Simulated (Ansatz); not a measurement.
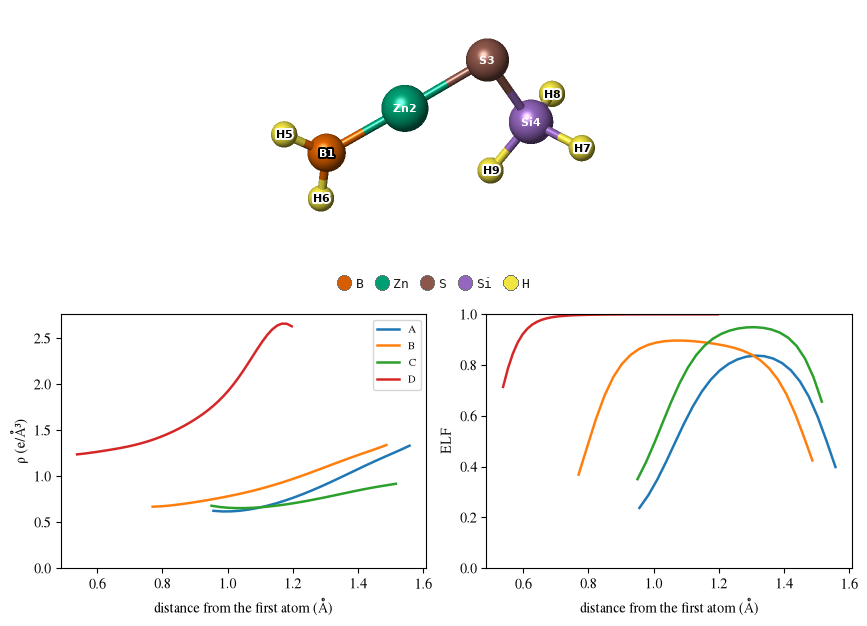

Figure 1: BH₅SSiZn (SMILES [BH2][Zn][S][SiH3]). Total electron density and ELF along straight lines between neighbouring atoms. The curves leave out the atomic cores. The structure is drawn too.

Geometry: PBE0-D4/def2-TZVP.

These are results of Ansatz 0.2.0, RKS PBE0-D4/def2-TZVPP, not measurements.

```xyz
9

B    -0.6739    2.1426   -1.5908
Zn    0.4424    1.0835   -0.2276
S     1.6538   -0.0124    1.2258
Si    0.3930   -1.7212    1.1693
H    -0.3529    3.2363   -1.9560
H    -1.6800    1.6984   -2.0628
H    -0.1842   -2.0004    2.5090
H     1.1442   -2.9182    0.7124
H    -0.7424   -1.5085    0.2207
```

**Which curve belongs to which contact (B–H, Si–S, Zn–B and Zn–S)? The first atom named is at distance zero.**

Curve A: Zn–S (2.19 Å): ρ is about 0.65 e/Å³ halfway; the ELF peaks at about 0.85 in the valence shell of S, 0.9 Å from its nucleus, and is about 0.55 at the midpoint. Curve B: Si–S (2.12 Å): ρ is about 0.83 e/Å³ halfway; the ELF peaks at about 0.90 between the atoms; localised, covalent bonding. Curve C: Zn–B (2.06 Å): ρ is about 0.65 e/Å³ halfway; the ELF peaks at about 0.95 in the valence shell of B, 0.7 Å from its nucleus, and is about 0.55 at the midpoint. Curve D: B–H (1.20 Å): ρ is about 1.3 e/Å³ halfway; the ELF climbs to about 1 towards the hydrogen, as it does in any bond to H: a covalent bond by its length.
